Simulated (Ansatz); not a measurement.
# SiH2O (triplet): correlated methods under varied settings at a displaced geometry (v1)

Aim: run SiH2O (triplet) at one geometry under a spread of methods and options, and see what each costs and gives.

The runs use Ansatz 0.2.0, Gaussian basis; the settings change from run to run.

38 further runs of the same task are left out: 14 for a known fault of the program, 11 that didn't finish, 13 set aside as unsound or not needed.

### Step 1. What is computed

The geometry is a PBE0/def2-TZVP stationary point (not a proven minimum) with its atoms shifted at random (size 0.040 Å).

4 atoms, charge 0, spin multiplicity 3.

Atoms are counted from 1 here; the program's logs count them from 0.

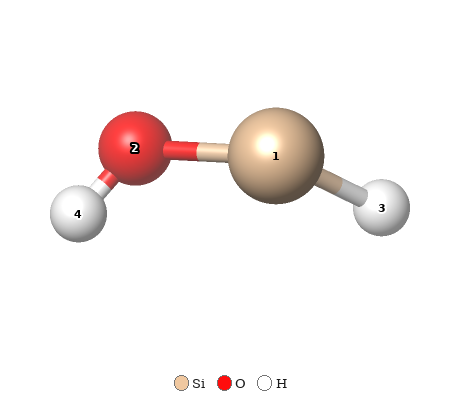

The geometry (silicon light orange, oxygen red, hydrogen white); atoms are numbered from 1 in the order of the file.

### Step 2. CASSCF(4,3)/STO-3G

Input file in.yaml:

```yaml
crystal:
  periodic: [false, false, false]
  atoms:
    - {symbol: Si, position_ang: [0.025632, -0.091289, 0.603293]}
    - {symbol: O, position_ang: [-0.095072, 0.083014, -1.046543]}
    - {symbol: H, position_ang: [0.127333, 1.209416, 1.360354]}
    - {symbol: H, position_ang: [0.667545, 0.016568, -1.558522]}
basis:
  gaussian: {orbitals: STO-3G, fitting: {mean_field: def2-universal-jkfit}, point_charges: [{charge: 0.50, position_ang: [3.792, -0.964, -0.505]}]}
magnetization: {spin_polarized: false, initial_magnetization: 2}
correlation: {active_space: {window: {electrons: 4, orbitals: 3}}}
scf: {lower_state_search: full}
```

Run with:

```
$ ansatz run in.yaml --threads 1 --pin off --events-out ev --progress --plain --max-ram 2393MiB
```

Log:

```text
Functional definition: HF
  name "HF"
  cite "Fock, Z. Phys. 61, 126 (1930) doi:10.1007/BF01340294"
  parent pbe
  exchange = exact_x
  correlation = 0
241 factors; integrals over basis functions are off by at most 7.5e-3 eV
mean field evaluation 1: about -9807.8790 eV, gradient 1.7e1 eV
mean field evaluation 2: about -9808.8343 eV, gradient 6.0e0 eV
mean field evaluation 4: about -9809.1269 eV, gradient 5.2e-1 eV
mean field evaluation 8: about -9746.5152 eV, gradient 7.1e1 eV
mean field evaluation 16: about -9725.3525 eV, gradient 3.7e1 eV
mean field evaluation 32: about -9806.0270 eV, gradient 1.0e1 eV
mean field evaluation 64: about -9805.7913 eV, gradient 1.2e1 eV
mean field -9809.13149955 eV, -360.4789337402 hartree, gradient 1.1e-6 eV, S^2 2.000000; 5 other end points of the search recorded, 0 dependent functions left out
reference -9809.13149955 eV, -360.4789337402 hartree; 13, 11 occupied and 3, 5 virtual orbitals, 241 factors
state -9809.13149955 eV, -360.4789337402 hartree
Total energy: -9809.13149955 eV, -360.4789337402 hartree
```

Wall time 0.18 s (1 thread of Arm Neoverse V1, shared host).

From the report: 9 determinants; active occupations 2.00, 1.00, 1.00. With so small a space the active step adds no correlation: the energy is the mean field's.

### Step 3. CASSCF(2,4)/cc-pVDZ

Input file in.yaml:

```yaml
crystal:
  periodic: [false, false, false]
  atoms:
    - {symbol: Si, position_ang: [0.025632, -0.091289, 0.603293]}
    - {symbol: O, position_ang: [-0.095072, 0.083014, -1.046543]}
    - {symbol: H, position_ang: [0.127333, 1.209416, 1.360354]}
    - {symbol: H, position_ang: [0.667545, 0.016568, -1.558522]}
basis:
  gaussian: {orbitals: cc-pVDZ}
magnetization: {spin_polarized: false, initial_magnetization: 2}
correlation: {active_space: {window: {electrons: 2, orbitals: 4}}}
accuracy: high
```

Launched as before.

Log:

```text
Functional definition: HF
  name "HF"
  cite "Fock, Z. Phys. 61, 126 (1930) doi:10.1007/BF01340294"
  parent pbe
  exchange = exact_x
  correlation = 0
865 factors; integrals over basis functions are off by at most 3.5e-9 eV
mean field evaluation 1: about -9927.2782 eV, gradient 3.0e1 eV
mean field evaluation 2: about -9927.2877 eV, gradient 3.0e1 eV
mean field evaluation 4: about -9929.4931 eV, gradient 2.9e0 eV
mean field evaluation 8: about -9929.5695 eV, gradient 1.1e-3 eV
mean field -9929.56953961 eV, -364.9049500767 hartree, gradient 2.3e-8 eV, S^2 2.000000; 0 other end points of the search recorded, 0 dependent functions left out
reference -9929.56953961 eV, -364.9049500767 hartree; 13, 11 occupied and 29, 31 virtual orbitals, 865 factors
state -9929.65551080 eV, -364.9081094596 hartree
Total energy: -9929.65551080 eV, -364.9081094596 hartree
```

Run time: 1.8 s. Hardware: 1 thread of Arm Neoverse V1, shared host.

From the report: 16 determinants; active occupations 1.00, 1.00, 0.00, 0.00.

### Step 4. CISD/6-31++G**

in.yaml, as its differences from that of step 3:

```diff
@@ -8,5 +8,6 @@
 basis:
-  gaussian: {orbitals: cc-pVDZ}
+  gaussian: {orbitals: "6-31++G**"}
 magnetization: {spin_polarized: false, initial_magnetization: 2}
-correlation: {active_space: {window: {electrons: 2, orbitals: 4}}}
-accuracy: high
+hamiltonian: {pseudopotentials: {relativity: scalar}}
+correlation: {active_space: {ras: {orbitals: [5, 2, 41], electrons: 12, max_holes: 2, max_particles: 2}, fixed_orbitals: true}}
+output: {forces: true}
```

Same command.

Log, cut to the lines that bear on the results:

```text
Functional definition: HF
  name "HF"
  cite "Fock, Z. Phys. 61, 126 (1930) doi:10.1007/BF01340294"
  parent pbe
[...]
469 factors; integrals over basis functions are off by at most 9.6e-4 eV
[...]
mean field -9945.47271967 eV, -365.4893811645 hartree, gradient 5.2e-6 eV, S^2 2.000000; 0 other end points of the search recorded, 0 dependent functions left out
reference -9945.47271967 eV, -365.4893811645 hartree; 13, 11 occupied and 41, 43 virtual orbitals, 469 factors
state -9952.28714110 eV, -365.7398065327 hartree
[...]
Total energy: -9952.28714110 eV, -365.7398065327 hartree
Relativity: scalar
Atom 0 at     0.025632    -0.091289     0.603293 Å, force     0.051706     0.561678     0.517060 eV/Å
Atom 1 at    -0.095072     0.083014    -1.046543 Å, force    -1.914899     0.113807     0.962141 eV/Å
Atom 2 at     0.127333     1.209416     1.360354 Å, force    -0.033543    -0.508158    -0.183511 eV/Å
Atom 3 at     0.667545     0.016568    -1.558522 Å, force     1.896736    -0.167327    -1.295691 eV/Å
Dipole moment:     0.297326    -0.084592     0.007709 e Å
```

Wall time 11 s (1 thread of Arm Neoverse V1, shared host); peak memory 0.3 GiB.

From the report: 368,024 determinants.

### Step 5. CISD/cc-pVDZ

in.yaml, as its differences from that of step 4:

```diff
@@ -8,6 +8,6 @@
 basis:
-  gaussian: {orbitals: "6-31++G**"}
+  gaussian: {orbitals: cc-pVDZ}
 magnetization: {spin_polarized: false, initial_magnetization: 2}
 hamiltonian: {pseudopotentials: {relativity: scalar}}
-correlation: {active_space: {ras: {orbitals: [5, 2, 41], electrons: 12, max_holes: 2, max_particles: 2}, fixed_orbitals: true}}
+correlation: {active_space: {ras: {orbitals: [5, 2, 29], electrons: 12, max_holes: 2, max_particles: 2}, fixed_orbitals: true}}
 output: {forces: true}
```

Same command.

Log, cut to the lines that bear on the results:

```text
Functional definition: HF
  name "HF"
  cite "Fock, Z. Phys. 61, 126 (1930) doi:10.1007/BF01340294"
  parent pbe
[...]
400 factors; integrals over basis functions are off by at most 1.2e-3 eV
[...]
mean field -9945.64806419 eV, -365.4958249564 hartree, gradient 1.9e-6 eV, S^2 2.000000; 0 other end points of the search recorded, 0 dependent functions left out
reference -9945.64806419 eV, -365.4958249564 hartree; 13, 11 occupied and 29, 31 virtual orbitals, 400 factors
state -9952.61041655 eV, -365.7516866864 hartree
[...]
Total energy: -9952.61041655 eV, -365.7516866864 hartree
Relativity: scalar
Atom 0 at     0.025632    -0.091289     0.603293 Å, force     0.175569     0.287970     0.867125 eV/Å
Atom 1 at    -0.095072     0.083014    -1.046543 Å, force    -2.261829     0.200511     0.359679 eV/Å
Atom 2 at     0.127333     1.209416     1.360354 Å, force    -0.015218    -0.278383    -0.014874 eV/Å
Atom 3 at     0.667545     0.016568    -1.558522 Å, force     2.101478    -0.210098    -1.211930 eV/Å
Dipole moment:     0.271764    -0.078218    -0.037061 e Å
```

Run time: 3.5 s. Hardware: 1 thread of Arm Neoverse V1, shared host.

From the report: 185,156 determinants.

### Step 6. HF/6-31G

Input file in.yaml:

```yaml
crystal:
  periodic: [false, false, false]
  atoms:
    - {symbol: Si, position_ang: [0.025632, -0.091289, 0.603293]}
    - {symbol: O, position_ang: [-0.095072, 0.083014, -1.046543]}
    - {symbol: H, position_ang: [0.127333, 1.209416, 1.360354]}
    - {symbol: H, position_ang: [0.667545, 0.016568, -1.558522]}
basis:
  gaussian: {orbitals: 6-31G}
magnetization: {spin_polarized: true, initial_magnetization: 2}
hamiltonian: {xc: hf}
output: {orbitals: {seedname: orbitals}}
```

Same command.

Log:

```text
Functional definition: HF
  name "HF"
  cite "Fock, Z. Phys. 61, 126 (1930) doi:10.1007/BF01340294"
  parent pbe
  exchange = exact_x
  correlation = 0
279 factors; integrals over basis functions are off by at most 3.1e-4 eV
mean field evaluation 1: about -9925.2179 eV, gradient 2.1e1 eV
mean field evaluation 2: about -9925.2241 eV, gradient 2.1e1 eV
mean field evaluation 4: about -9927.1471 eV, gradient 2.0e0 eV
mean field evaluation 8: about -9927.2306 eV, gradient 1.1e-1 eV
mean field -9927.23096267 eV, -364.8190089592 hartree, gradient 9.6e-6 eV, S^2 2.003959; 0 other end points of the search recorded, 0 dependent functions left out
reference -9927.23096267 eV, -364.8190089592 hartree; 13, 11 occupied and 13, 15 virtual orbitals, 279 factors
Total energy: -9927.23096267 eV, -364.8190089592 hartree
```

Run time: 0.15 s. Hardware: 1 thread of Arm Neoverse V1, shared host.

From the report: ⟨S²⟩ of the determinant 2.004 (pure triplet: 2.00).

### Step 7. CCSD(T) on ROHF/def2-SVP

in.yaml, as its differences from that of step 6:

```diff
@@ -8,5 +8,4 @@
 basis:
-  gaussian: {orbitals: 6-31G}
-magnetization: {spin_polarized: true, initial_magnetization: 2}
-hamiltonian: {xc: hf}
-output: {orbitals: {seedname: orbitals}}
+  gaussian: {orbitals: def2-SVP}
+magnetization: {spin_polarized: false, initial_magnetization: 2}
+correlation: {method: ccsd_t, electrons: outside_noble_gas}
```

Launched as before.

Log, cut to the lines that bear on the results:

```text
Functional definition: HF
  name "HF"
  cite "Fock, Z. Phys. 61, 126 (1930) doi:10.1007/BF01340294"
  parent pbe
[...]
401 factors; integrals over basis functions are off by at most 9.5e-4 eV
[...]
mean field -9925.35741594 eV, -364.7501573869 hartree, gradient 1.2e-6 eV, S^2 2.000000; 0 other end points of the search recorded, 0 dependent functions left out
6 core orbitals not correlated: weight in the atoms' cores, before any rotation towards them, 1.000 or more for the frozen orbitals, at most 0.000 for the correlated occupied ones
reference -9925.35741594 eV, -364.7501573869 hartree; 7, 5 occupied and 29, 31 virtual orbitals, 401 factors
second order -6.85318200 eV of doubles, -0.03072356 eV of singles
cycle   1  -7.13294296 eV  change   -2.5e-1 eV  update   7.1e-2
[...]
cycle  11  -7.41214940 eV  change   -1.3e-5 eV  update   1.1e-5
perturbative correction -0.15962181 eV, -0.0058659932 hartree
Total energy: -9932.92918715 eV, -365.0284148464 hartree
```

Wall time 0.96 s (1 thread of Arm Neoverse V1, shared host).

From the report: correlation -7.5718 eV; T1 0.023; largest double amplitude 0.03.

### Step 8. CCSD(T)/cc-pVDZ

in.yaml, as its differences from that of step 7:

```diff
@@ -8,4 +8,7 @@
 basis:
-  gaussian: {orbitals: def2-SVP}
+  gaussian: {orbitals: cc-pVDZ}
 magnetization: {spin_polarized: false, initial_magnetization: 2}
-correlation: {method: ccsd_t, electrons: outside_noble_gas}
+hamiltonian: {xc: {name: PBE}}
+correlation: {method: ccsd_t, electrons: valence}
+scf: {lower_state_search: off}
+output: {forces: true}
```

Same command.

Log, cut to the lines that bear on the results:

```text
Functional definition: PBE
  name "PBE"
  cite "Perdew, Burke & Ernzerhof, Phys. Rev. Lett. 77, 3865 (1996) doi:10.1103/PhysRevLett.77.3865"
  parent pbe
[...]
400 factors; integrals over basis functions are off by at most 1.2e-3 eV
[...]
mean field -9948.60020184 eV, -365.6043140144 hartree, gradient 4.5e-6 eV, S^2 2.000000; 0 other end points of the search recorded, 0 dependent functions left out
6 core orbitals not correlated: weight in the atoms' cores, before any rotation towards them, 1.000 or more for the frozen orbitals, at most 0.000 for the correlated occupied ones
reference -9928.92696865 eV, -364.8813360294 hartree; 7, 5 occupied and 29, 31 virtual orbitals, 400 factors
second order -7.41348849 eV of doubles, -0.42479759 eV of singles
cycle   1  -7.67852299 eV  change    1.5e-1 eV  update   8.5e-2
[...]
cycle  13  -7.98505185 eV  change   -1.5e-6 eV  update   1.3e-6
perturbative correction -0.20440170 eV, -0.0075116240 hartree
[...]
Total energy: -9937.11642220 eV, -365.1822928966 hartree
Atom 0 at     0.025632    -0.091289     0.603293 Å, force     0.194587     0.042961     1.061889 eV/Å
Atom 1 at    -0.095072     0.083014    -1.046543 Å, force    -2.576174     0.279813     0.241983 eV/Å
Atom 2 at     0.127333     1.209416     1.360354 Å, force    -0.004011    -0.081484     0.081104 eV/Å
Atom 3 at     0.667545     0.016568    -1.558522 Å, force     2.385598    -0.241290    -1.384976 eV/Å
Dipole moment:     0.267467    -0.059191    -0.064201 e Å
Checks for a lower state left out: starts, cluster_reference, orbital_swaps, neighbouring_geometries, increment
```

It took 4.6 s on 1 thread of Arm Neoverse V1, shared host.

From the report: correlation -8.1895 eV; T1 0.023; largest double amplitude 0.03. The orbitals are Kohn-Sham ones, so correlation energy and T1 don't compare with those on Hartree-Fock orbitals.

### Step 9. HF/cc-pVDZ

in.yaml, as its differences from that of step 8:

```diff
@@ -10,5 +10,3 @@
 magnetization: {spin_polarized: false, initial_magnetization: 2}
-hamiltonian: {xc: {name: PBE}}
-correlation: {method: ccsd_t, electrons: valence}
-scf: {lower_state_search: off}
-output: {forces: true}
+hamiltonian: {xc: hf}
+output: {orbitals: {seedname: orbitals}}
```

The command is unchanged.

Log:

```text
Functional definition: HF
  name "HF"
  cite "Fock, Z. Phys. 61, 126 (1930) doi:10.1007/BF01340294"
  parent pbe
  exchange = exact_x
  correlation = 0
400 factors; integrals over basis functions are off by at most 1.2e-3 eV
mean field evaluation 1: about -9927.2871 eV, gradient 3.0e1 eV
mean field evaluation 2: about -9927.2907 eV, gradient 3.0e1 eV
mean field evaluation 4: about -9929.4946 eV, gradient 2.9e0 eV
mean field evaluation 8: about -9929.5694 eV, gradient 9.2e-4 eV
mean field -9929.56944865 eV, -364.9049467338 hartree, gradient 1.1e-5 eV, S^2 2.000000; 0 other end points of the search recorded, 0 dependent functions left out
reference -9929.56944865 eV, -364.9049467338 hartree; 13, 11 occupied and 29, 31 virtual orbitals, 400 factors
Total energy: -9929.56944865 eV, -364.9049467338 hartree
```

It took 0.24 s on 1 thread of Arm Neoverse V1, shared host.

### Step 10. MP2 on UHF/6-31++G**

in.yaml, as its differences from that of step 9:

```diff
@@ -8,5 +8,4 @@
 basis:
-  gaussian: {orbitals: cc-pVDZ}
-magnetization: {spin_polarized: false, initial_magnetization: 2}
-hamiltonian: {xc: hf}
-output: {orbitals: {seedname: orbitals}}
+  gaussian: {orbitals: "6-31++G**"}
+magnetization: {spin_polarized: true, initial_magnetization: 2}
+correlation: {method: mp2, electrons: outside_noble_gas}
```

Same command.

Log:

```text
Functional definition: HF
  name "HF"
  cite "Fock, Z. Phys. 61, 126 (1930) doi:10.1007/BF01340294"
  parent pbe
  exchange = exact_x
  correlation = 0
469 factors; integrals over basis functions are off by at most 9.6e-4 eV
mean field evaluation 1: about -9926.6123 eV, gradient 2.4e1 eV
mean field evaluation 2: about -9926.6383 eV, gradient 2.4e1 eV
mean field evaluation 4: about -9929.2743 eV, gradient 2.6e0 eV
mean field evaluation 8: about -9929.3965 eV, gradient 1.9e-1 eV
mean field -9929.39754495 eV, -364.8986293896 hartree, gradient 3.0e-6 eV, S^2 2.005142; 0 other end points of the search recorded, 0 dependent functions left out
6 core orbitals not correlated: weight in the atoms' cores, before any rotation towards them, 1.000 or more for the frozen orbitals, at most 0.000 for the correlated occupied ones
reference -9929.39754495 eV, -364.8986293896 hartree; 7, 5 occupied and 41, 43 virtual orbitals, 469 factors
second order -6.78657081 eV of doubles, -0.00000000 eV of singles
Total energy: -9936.18411576 eV, -365.1480312667 hartree
```

Wall time 0.36 s (1 thread of Arm Neoverse V1, shared host).

From the report: ⟨S²⟩ of the determinant 2.005 (pure triplet: 2.00).

### Step 11. The runs in one table

Where basis and cores are those of an earlier UCCSDT(Q)/cc-pVDZ run (-9937.2383 eV), and the state is the same kind, the miss against it is given.

| level | correlated | functions | energy (eV) | from UCCSDT(Q) (meV) | time |
| --- | --- | --- | --- | --- | --- |
| CASSCF(4,3)/STO-3G (beside a point charge) |  | 16 | -9809.1315 |  | 0.18 s |
| CASSCF(2,4)/cc-pVDZ |  | 42 | -9929.6555 | 7582.8 | 1.8 s |
| CISD/6-31++G** (relativity set) | outside noble gas | 54 | -9952.2871 |  | 11 s |
| CISD/cc-pVDZ (relativity set) | outside noble gas | 42 | -9952.6104 |  | 3.5 s |
| HF/6-31G |  | 26 | -9927.2310 |  | 0.15 s |
| CCSD(T) on ROHF/def2-SVP | outside noble gas | 42 | -9932.9292 |  | 0.96 s |
| CCSD(T)/cc-pVDZ (on PBE orbitals) | valence | 42 | -9937.1164 | 121.9 | 4.6 s |
| HF/cc-pVDZ |  | 42 | -9929.5694 | 7668.8 | 0.24 s |
| MP2 on UHF/6-31++G** | outside noble gas | 54 | -9936.1841 |  | 0.36 s |

### Step 12. Summary of results

| quantity | value |
| --- | --- |
| runs | 9 |
| quickest | HF/6-31G, 0.15 s |
| slowest | CISD/6-31++G** (relativity set), 11 s |

In words: Total energies in different bases, with other cores or another treatment of relativity can't be set against each other. CISD/6-31++G** (relativity set) took 70 times as long as HF/6-31G; the jobs differ in more than the method. Hartree-Fock, CASSCF and CASCI lack dynamic correlation by design. Cores frozen from Kohn-Sham orbitals shift the total energy.
